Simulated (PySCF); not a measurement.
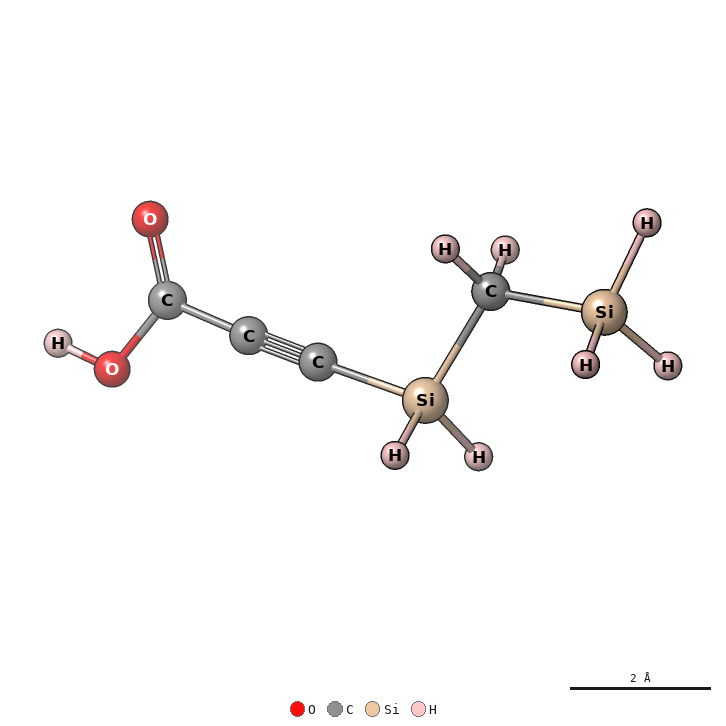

Distant atoms are faded towards the background colour. Computed geometry: GFN2-xTB optimisation. No frequency run is at hand to confirm it as a minimum. Masses are those of the most abundant isotopes; constants are for the rigid equilibrium geometry.

Classify the rotor and give the rotational constants (cm⁻¹).

Answer. An asymmetric top (Cs): A = 0.165, B = 0.0132, C = 0.0123 cm⁻¹. Ray's parameter κ is −0.99, close to the prolate limit.
